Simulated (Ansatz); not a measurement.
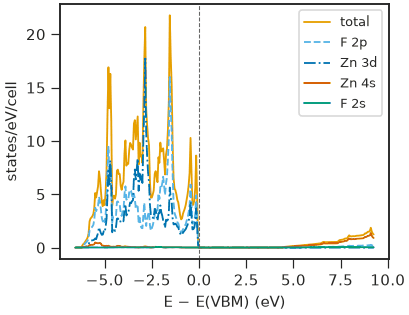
Figure: Total and projected density of states of ZnF2 (rutile, P4_2/mnm), DFT-r²SCAN in the program Ansatz with PAW potentials

### Question
Which orbitals carry the states next to the gap?

### Answer
Top 1 eV of the valence band: F 2p 56 %, Zn 3d 43 %. Bottom 1 eV of the conduction band: Zn 4s 77 %, F 2s 17 %, F 2p 6 %. Projections are on Löwdin-orthogonalised atomic valence shells; empty p or d shells of many metals are not among them.

### Question
Where is the tallest occupied peak in this window, and what makes it?

### Answer
Near -1.5 eV, about 22 states/eV per cell; the largest projected share is F 2p.

The r²SCAN relaxation kept the symmetry of its start.

Potentials: the later of the program's two PAW sets.
